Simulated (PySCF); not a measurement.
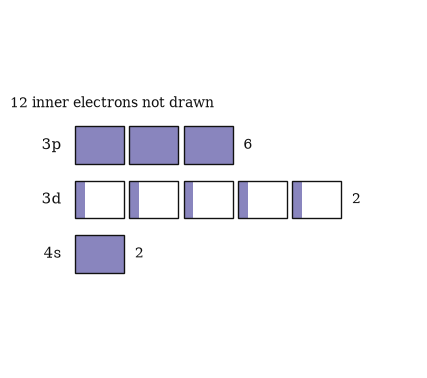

Fig. 1: The outer shells of the nominal configuration: a box for each of the 2l + 1 orbitals, shaded by the share of the shell that is filled, with the electron count at the right.

**Atomic calculation for Ti**

System: Ti, configuration 1s2 2s2 2p6 3s2 3p6 3d2 4s2, multiplicity 3.
Method: unrestricted TPSS, cc-pVDZ-DK, spin-free X2C-1e, Gaussian nucleus (PySCF).

### The input
```python
from pyscf import gto, scf, dft, mp, cc
import basis_set_exchange as bse
mol = gto.M(atom="Ti 0 0 0", charge=0, spin=2, symmetry="D2h",
            basis=gto.basis.parse(bse.get_basis("cc-pVDZ-DK", elements=["Ti"], fmt="nwchem", header=False)),
            nucmod="G")
mf = dft.UKS(mol, xc="TPSS").sfx2c1e()
mf.irrep_nelec = {'Ag': (5, 4), 'B1g': (1, 0), 'B1u': (2, 2), 'B2u': (2, 2), 'B3u': (2, 2)}
mf.kernel()
```

The script is an equivalent of what the driver set up; the driver computed the properties (radii, ⟨L²⟩, response) afterwards. It also set what the script leaves out: max_cycle = 50, level_shift = 0.5, guess = 1e. It held the occupations shell by shell, which the script's counts by irreducible representation don't always enforce.

Hardware: 1 thread of Arm Neoverse V1, 95 GiB of memory available, shared host.

The run was one of a batch that the task file lists, launched with:
```bash
OMP_NUM_THREADS=1 python <driver script> TASK.json OUT
```

### The program's output (extracts)
```
damping factor = 0
level_shift factor = 0.5
DIIS = <class 'pyscf.scf.diis.CDIIS'>
diis_start_cycle = 1
diis_space = 10
diis_damp = 0
SCF conv_tol = 1e-09
SCF conv_tol_grad = None
number electrons alpha = 12  beta = 10
irrep_nelec {'Ag': (5, 4), 'B1g': (1, 0), 'B2g': (0, 0), 'B3g': (0, 0), 'Au': (0, 0), 'B1u': (2, 2), 'B2u': (2, 2), 'B3u': (2, 2)}
XC functionals = TPSS
    J. Tao, J. P. Perdew, V. N. Staroverov, and G. E. Scuseria.,  Phys. Rev. Lett. 91, 146401 (2003)
    J. P. Perdew, J. Tao, V. N. Staroverov, and G. E. Scuseria.,  J. Chem. Phys. 120, 6898 (2004)
    J. Tao, J. P. Perdew, V. N. Staroverov, and G. E. Scuseria.,  Phys. Rev. Lett. 91, 146401 (2003)
    J. P. Perdew, J. Tao, V. N. Staroverov, and G. E. Scuseria.,  J. Chem. Phys. 120, 6898 (2004)
alpha HOMO (B1g) = 0.607613472896838  LUMO (B2u) = 0.516660866671862

WARN: HOMO 0.607613472896838 >= LUMO 0.516660866671862

cycle= 1 E= -850.926277772235  delta_E= -0.862  |g|= 2.02  |ddm|= 15.1
alpha HOMO (Ag) = -1.1477378038685  LUMO (B2g) = -1.14559199390569

WARN: HOMO -1.1452211317717 >= LUMO -1.14559199390569

cycle= 2 E= -852.010767302127  delta_E= -1.08  |g|= 1.23  |ddm|= 5.01
alpha HOMO (Ag) = 0.0848304454098121  LUMO (Ag) = 0.357543456295578
  HOMO = 0.0989221106092  LUMO = 0.357543456296  gap/eV = 7.03745
cycle= 3 E= -853.232231791636  delta_E= -1.22  |g|= 0.628  |ddm|=  4.3
alpha HOMO (Ag) = 0.187375886962509  LUMO (Ag) = 0.443103976217122
  HOMO = 0.205601367556  LUMO = 0.443103976217  gap/eV = 6.46278
cycle= 4 E= -853.515796399003  delta_E= -0.284  |g|= 0.239  |ddm|= 1.92
alpha HOMO (Ag) = 0.0650200532807674  LUMO (Ag) = 0.41816216906275
  HOMO = 0.0797155590803  LUMO = 0.418162169063  gap/eV = 9.20960
cycle= 5 E= -853.568579551905  delta_E= -0.0528  |g|= 0.109  |ddm|= 0.363
alpha HOMO (Ag) = 0.0175857454044319  LUMO (Ag) = 0.401032491332253
  HOMO = 0.0323506289452  LUMO = 0.401032491332  gap/eV = 10.03234
cycle= 6 E= -853.585435111694  delta_E= -0.0169  |g|= 0.0655  |ddm|= 0.374
alpha HOMO (Ag) = -0.0250631968191679  LUMO (Ag) = 0.384694820675959
  HOMO = -0.00919806703693  LUMO = 0.384694820676  gap/eV = 10.71837
cycle= 7 E= -853.590569357081  delta_E= -0.00513  |g|= 0.0728  |ddm|= 0.297
alpha HOMO (Ag) = -0.0215665543226733  LUMO (Ag) = 0.38718422816955
  HOMO = -0.00709589033233  LUMO = 0.38718422817  gap/eV = 10.72891
cycle= 8 E= -853.595820724278  delta_E= -0.00525  |g|= 0.0598  |ddm|= 0.106
alpha HOMO (Ag) = -0.0207716481615225  LUMO (Ag) = 0.388736230333195
  HOMO = -0.00746059031245  LUMO = 0.388736230333  gap/eV = 10.78106
cycle= 9 E= -853.600635204539  delta_E= -0.00481  |g|= 0.0432  |ddm|= 0.0933
alpha HOMO (Ag) = -0.0213969591059424  LUMO (Ag) = 0.38922618761108
  HOMO = -0.0101008668657  LUMO = 0.389226187611  gap/eV = 10.86624
cycle= 10 E= -853.604741444976  delta_E= -0.00411  |g|= 0.034  |ddm|= 0.0839
alpha HOMO (Ag) = -0.0227339448225743  LUMO (Ag) = 0.390213141092269
  HOMO = -0.012650241169  LUMO = 0.390213141092  gap/eV = 10.96247
cycle= 11 E= -853.608688772282  delta_E= -0.00395  |g|= 0.0385  |ddm|= 0.0827
alpha HOMO (Ag) = -0.0175956100012247  LUMO (Ag) = 0.394959252540205
  HOMO = -0.00919135847362  LUMO = 0.39495925254  gap/eV = 10.99750
cycle= 12 E= -853.612880772586  delta_E= -0.00419  |g|= 0.0571  |ddm|= 0.0994
alpha HOMO (Ag) = -0.0307680725285575  LUMO (Ag) = 0.391186983325813
  HOMO = -0.0237316035063  LUMO = 0.391186983326  gap/eV = 11.29051
cycle= 13 E= -853.618349692091  delta_E= -0.00547  |g|= 0.0611  |ddm|= 0.107
alpha HOMO (Ag) = -0.0305418337015322  LUMO (Ag) = 0.394009818282044
  HOMO = -0.0264192164133  LUMO = 0.394009818282  gap/eV = 11.44046
cycle= 14 E= -853.624221341676  delta_E= -0.00587  |g|= 0.0741  |ddm|= 0.0941
alpha HOMO (Ag) = -0.03121385628739  LUMO (Ag) = 0.396941297326037
  HOMO = -0.0311435490458  LUMO = 0.396941297326  gap/eV = 11.64878
cycle= 15 E= -853.630436279438  delta_E= -0.00621  |g|= 0.0922  |ddm|= 0.102
alpha HOMO (Ag) = -0.0340167044984598  LUMO (Ag) = 0.399602989218271
  HOMO = -0.0340167044985  LUMO = 0.399602989218  gap/eV = 11.79939
cycle= 16 E= -853.637134827882  delta_E= -0.0067  |g|= 0.11  |ddm|= 0.109
alpha HOMO (Ag) = -0.0332437539692982  LUMO (Ag) = 0.40430012916036
  HOMO = -0.0332437539693  LUMO = 0.40430012916  gap/eV = 11.90618
cycle= 17 E= -853.642662559018  delta_E= -0.00553  |g|= 0.136  |ddm|= 0.115
alpha HOMO (Ag) = -0.0379243743511475  LUMO (Ag) = 0.408360879277119
  HOMO = -0.0379243743511  LUMO = 0.408360879277  gap/eV = 12.14404
cycle= 18 E= -853.650150612821  delta_E= -0.00749  |g|= 0.151  |ddm|= 0.129
alpha HOMO (Ag) = -0.0331272467346568  LUMO (Ag) = 0.415862416541269
  HOMO = -0.0331272467347  LUMO = 0.415862416541  gap/eV = 12.21763
cycle= 19 E= -853.65298540055  delta_E= -0.00283  |g|= 0.184  |ddm|= 0.134
alpha HOMO (Ag) = -0.0327256999934553  LUMO (Ag) = 0.422901037894031
  HOMO = -0.0327256999935  LUMO = 0.422901037894  gap/eV = 12.39824
cycle= 20 E= -853.652715333239  delta_E= 0.00027  |g|= 0.218  |ddm|= 0.129
alpha HOMO (Ag) = -0.0289852955366163  LUMO (Ag) = 0.429903316290685
  HOMO = -0.0289852955366  LUMO = 0.429903316291  gap/eV = 12.48700
cycle= 21 E= -853.647451408688  delta_E= 0.00526  |g|= 0.257  |ddm|= 0.129
alpha HOMO (Ag) = -0.0299394052644044  LUMO (Ag) = 0.435228965395076
  HOMO = -0.0299394052644  LUMO = 0.435228965395  gap/eV = 12.65788
cycle= 22 E= -853.641134468916  delta_E= 0.00632  |g|= 0.287  |ddm|= 0.119
alpha HOMO (Ag) = -0.0364604621803724  LUMO (Ag) = 0.437460509964413
  HOMO = -0.0364604621804  LUMO = 0.437460509964  gap/eV = 12.89605
cycle= 23 E= -853.639543605496  delta_E= 0.00159  |g|= 0.299  |ddm|= 0.111
alpha HOMO (Ag) = -0.0430479649048401  LUMO (Ag) = 0.437053334690153
  HOMO = -0.0430479649048  LUMO = 0.43705333469  gap/eV = 13.06422
cycle= 24 E= -853.640236022491  delta_E= -0.000692  |g|= 0.302  |ddm|= 0.105
alpha HOMO (Ag) = -0.0526274617433053  LUMO (Ag) = 0.432377249048672
  HOMO = -0.0526274617433  LUMO = 0.432377249049  gap/eV = 13.19765
cycle= 25 E= -853.645811517977  delta_E= -0.00558  |g|= 0.294  |ddm|= 0.115
alpha HOMO (Ag) = -0.0609822905295396  LUMO (Ag) = 0.42891448942234
  HOMO = -0.0609822905295  LUMO = 0.428914489422  gap/eV = 13.33077
cycle= 26 E= -853.653351873289  delta_E= -0.00754  |g|= 0.281  |ddm|= 0.135
alpha HOMO (Ag) = -0.0554505918684467  LUMO (Ag) = 0.434320654734872
  HOMO = -0.0554505918684  LUMO = 0.312922673942  gap/eV = 10.02395
cycle= 27 E= -853.651911725668  delta_E= 0.00144  |g|= 0.292  |ddm|= 0.315
alpha HOMO (Ag) = -0.0603053336329193  LUMO (Ag) = 0.432953295786111
  HOMO = -0.0603053336329  LUMO = 0.298832225467  gap/eV = 9.77263
cycle= 28 E= -853.643294787235  delta_E= 0.00862  |g|= 0.303  |ddm|= 0.314
alpha HOMO (Ag) = -0.114843399961479  LUMO (Ag) = 0.389608302444347
  HOMO = -0.114843399961  LUMO = 0.389608302444  gap/eV = 13.72683
cycle= 29 E= -853.684890079939  delta_E= -0.0416  |g|= 0.209  |ddm|= 0.358
alpha HOMO (Ag) = -0.142291103786729  LUMO (Ag) = 0.374794796845904
  HOMO = -0.136914729435  LUMO = 0.374794796846  gap/eV = 13.92433
cycle= 30 E= -853.708140799892  delta_E= -0.0233  |g|= 0.136  |ddm|= 0.23
alpha HOMO (Ag) = -0.165777114431227  LUMO (B3g) = 0.351262427004414
  HOMO = -0.150307778113  LUMO = 0.351262427004  gap/eV = 13.64842
cycle= 31 E= -853.722250722532  delta_E= -0.0141  |g|= 0.067  |ddm|= 0.211
alpha HOMO (Ag) = -0.161417536429217  LUMO (B3g) = 0.36213822845633
  HOMO = -0.147944333404  LUMO = 0.362138228456  gap/eV = 13.88005
cycle= 32 E= -853.726198881194  delta_E= -0.00395  |g|= 0.0463  |ddm|= 0.101
alpha HOMO (Ag) = -0.162266100825337  LUMO (B3g) = 0.361392654766179
  HOMO = -0.147050823347  LUMO = 0.361392654766  gap/eV = 13.83545
cycle= 33 E= -853.728331584438  delta_E= -0.00213  |g|= 0.0306  |ddm|= 0.0759
alpha HOMO (Ag) = -0.162494307001059  LUMO (B3g) = 0.361663762555881
  HOMO = -0.147168514053  LUMO = 0.361663762556  gap/eV = 13.84603
cycle= 34 E= -853.729445142308  delta_E= -0.00111  |g|= 0.0207  |ddm|= 0.0636
alpha HOMO (Ag) = -0.163231476744198  LUMO (B3g) = 0.361215069606889
  HOMO = -0.147290213356  LUMO = 0.361215069607  gap/eV = 13.83713
cycle= 35 E= -853.730103369963  delta_E= -0.000658  |g|= 0.0145  |ddm|= 0.0517
alpha HOMO (Ag) = -0.163381929056368  LUMO (B3g) = 0.361119054476128
  HOMO = -0.147408344397  LUMO = 0.361119054476  gap/eV = 13.83774
cycle= 36 E= -853.730513531348  delta_E= -0.00041  |g|= 0.0111  |ddm|= 0.0417
alpha HOMO (Ag) = -0.164206204481334  LUMO (B3g) = 0.362074915743572
  HOMO = -0.147307584803  LUMO = 0.362074915744  gap/eV = 13.86100
cycle= 37 E= -853.730869375775  delta_E= -0.000356  |g|= 0.0103  |ddm|= 0.0429
alpha HOMO (Ag) = -0.165020075304801  LUMO (B3g) = 0.362131975376541
  HOMO = -0.147614350929  LUMO = 0.362131975377  gap/eV = 13.87090
cycle= 38 E= -853.731160603066  delta_E= -0.000291  |g|= 0.0124  |ddm|= 0.0405
alpha HOMO (Ag) = -0.165185520628875  LUMO (B3g) = 0.362260433961321
  HOMO = -0.147888927445  LUMO = 0.362260433961  gap/eV = 13.88187
cycle= 39 E= -853.731418938299  delta_E= -0.000258  |g|= 0.0128  |ddm|
```

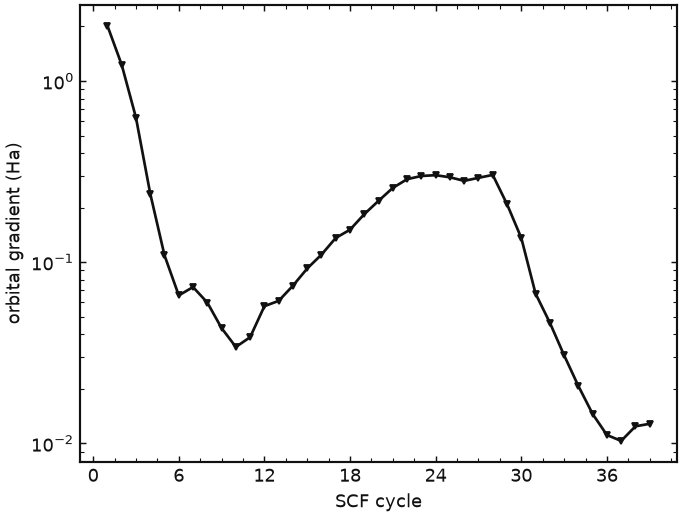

Fig. 2: Convergence: orbital gradient against the SCF cycle. The residual is still falling at the last step (down to 0.013), so the run was stopped before it reached the threshold. It goes from 2.0 to 0.013 in 39 steps.

### Outcome

- outcome: not converged
- total energy: −853.733067 hartree
- ⟨S²⟩: 2.214
- ⟨L²⟩: 12.06
- SCF iterations: 50
- wall time: 13 s

### Diagnosis

The run did not meet its convergence test in 50 iterations, so its last values are not results. Limits: level shift left on, which raises the virtual orbital energies.
